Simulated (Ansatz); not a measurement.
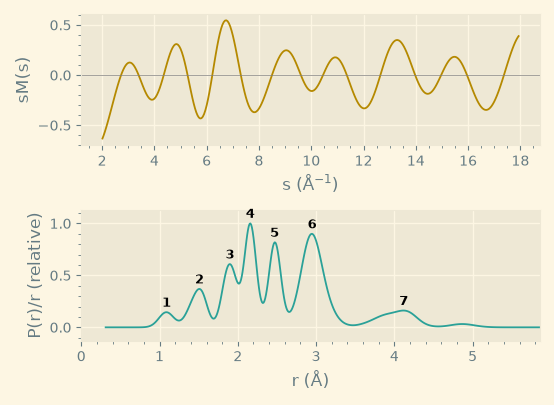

Simulated gas electron diffraction: reduced molecular intensity sM(s) from the Debye equation in the first Born approximation (top) and the radial distribution curve (bottom) of C2H8AlClSi. Each pair of atoms contributes with weight ZᵢZⱼ/r; damping constant 0.0015 Å²; vibrational amplitudes assumed, not computed: 0.05 Å for bonds, 0.078 Å for bonds to H, 0.06 + 0.015 r up to 0.15 Å for other pairs. The geometry is the end point of an optimisation (RHF/STO-3G (Ansatz)); it may be a saddle point or a higher isomer. SMILES: C[CH]([AlH2])[SiH2]Cl.

Q: Read the positions of the numbered peaks and name the main pairs (– for bonds).

A: Peak 1, 1.09 Å: C–H 1.08–1.09 Å (×4)
Peak 2, 1.51 Å: Si–H 1.42 Å (×2), Al–H 1.47 Å (×2), C–C 1.55 Å, not resolved
Peak 3, 1.90 Å: Si–C 1.86 Å, Al–C 1.95 Å, not resolved
Peak 4, 2.16 Å: C···H 2.14–2.21 Å (×4), Cl–Si 2.16 Å, not resolved
Peak 5, 2.47 Å: Cl–Al 2.47 Å
Peak 6, 2.95 Å: Si···C 2.85 Å, Cl···H 2.87–3.13 Å (×4), Si···Al 2.95 Å, Al···C 2.96 Å, Cl···C 2.98 Å, not resolved
Peak 7, 4.12 Å: Si···H 3.84–3.86 Å (×2), Al···H 3.91–3.94 Å (×3), Cl···H 4.11 Å, Cl···C 4.17 Å, not resolved
